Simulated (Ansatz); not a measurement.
**Profile along the Sb–Ga line in GaSb (zinc blende)**

GaSb (zinc blende)

Space group F-43m (No. 216); a = b = c = 6.1335 Å, α = β = γ = 90.00°

```
atom  site  symmetry       x       y       z
----  ----  --------  ------  ------  ------
Sb      4c      -43m  0.2500  0.2500  0.2500
Ga      4a      -43m  0.0000  0.0000  0.0000
```
(The calculation used a cell of 2 atoms; values per cell refer to that cell.)

Fields along a shortest Sb–Ga line of a {110} plane (2.66 Å), from Sb to Ga, interpolated on the slice's grid (step about 0.2 Å). These are r2SCAN (plane waves to 500 eV, PAW, scalar-relativistic; Ansatz, a first-principles code) values and carry that method's errors. k mesh 13×13×13. Near the nuclei the fields are pseudised (PAW); where an atom keeps semicore shells as valence, they peak there. GaSb was relaxed with its symmetry unable to fall. Spin-orbit coupling is left out, though Sb is heavy. The PAW data are Ansatz's earlier set.

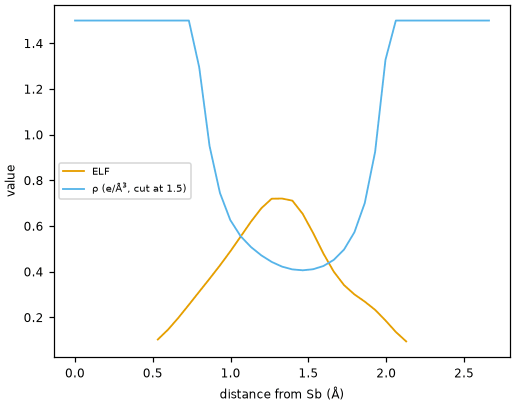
ELF (away from the nuclei) and valence density from Sb to Ga.

Density on the Sb–Ga line (2.66 Å) at its density minimum, 1.5 Å from Sb: 0.41 e/Å³. ELF at that point: 0.7. ELF maximum in the middle third of the Sb–Ga line: 0.72, 1.3 Å from Sb.
